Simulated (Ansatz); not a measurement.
# Response to strain in GaN

Consider GaN in the wurtzite structure (space group P6_3mc, No. 186; a = 3.218 Å, c = 5.243 Å). Axes: x lies along a and z along c of the hexagonal cell.

Strains are applied to the cell and any free atomic positions relax; under biaxial strain the out-of-plane vector relaxes too.

Computed with Ansatz (an electronic-structure program) PBE, no spin-orbit coupling.

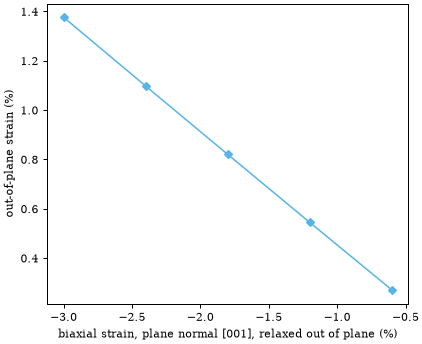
Figure: Out-of-plane strain against biaxial strain, plane normal [001], relaxed out of plane

Q: From the plot, what is the out-of-plane strain for biaxial strain −2.40 %, plane normal [001], relaxed out of plane?

A: About 1.10 %.

Q: Is the trend monotonic over the range shown?

A: Yes, it falls throughout, spanning +0.27 % to +1.38 %.

Whether these cells are dynamically stable was not tested.
